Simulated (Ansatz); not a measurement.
```xyz
11

Si   -1.2854    1.3637    1.0579
C    -0.1767   -0.1002    1.3237
Zn    0.6529   -0.7374   -0.3425
Ga    1.6809   -1.5309   -2.4148
H    -2.3754    1.0278    0.0962
H    -1.9363    1.8668    2.3026
H    -0.5191    2.5012    0.4708
H     0.6216    0.1585    2.0280
H    -0.7474   -0.9273    1.7600
H     3.0548   -0.9690   -2.9619
H     1.0302   -2.6533   -3.3201
```

Geometry: PBE0-D4/def2-TZVP.

Theory: Ansatz 0.2.0, RKS PBE0-D4/def2-TZVPP.

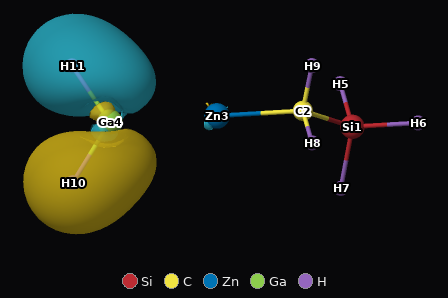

CH7GaSiZn. The HOMO−1 at ±0.1 Å⁻³ᐟ² (yellow and cyan are the two phases), seen from one side.

**What is the character of this orbital?**

Its weight (Hirshfeld) is mainly on Ga4 (about 40 %), H10 (about 30 %) and H11 (about 30 %). Its energy is −8.29 eV.
